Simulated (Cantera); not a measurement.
Charge: 1 mol Mg(OH)2, 0.037 mol CO2, equilibrated at 100 Torr.

Method: chemical equilibrium by Gibbs-energy minimisation in Cantera with the NASA 1993 tables (ideal gas, pure condensed phases). Candidate condensed phases: C, C6H6, C7H8, C8H18, H2O, Mg, MgCO3, MgO, Mg(OH)2; 116 gas species. Kinetics and transport are ignored.

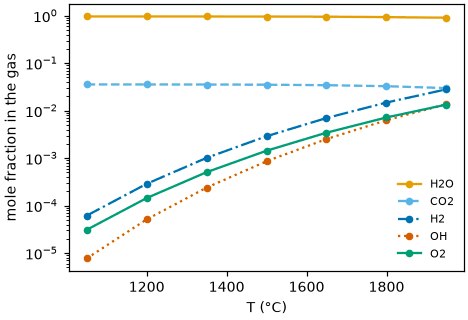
Figure. Equilibrium gas composition (values under 1e-9 drawn at 1e-9)

From 1050 °C to 1950 °C the condensed part is MgO(s).
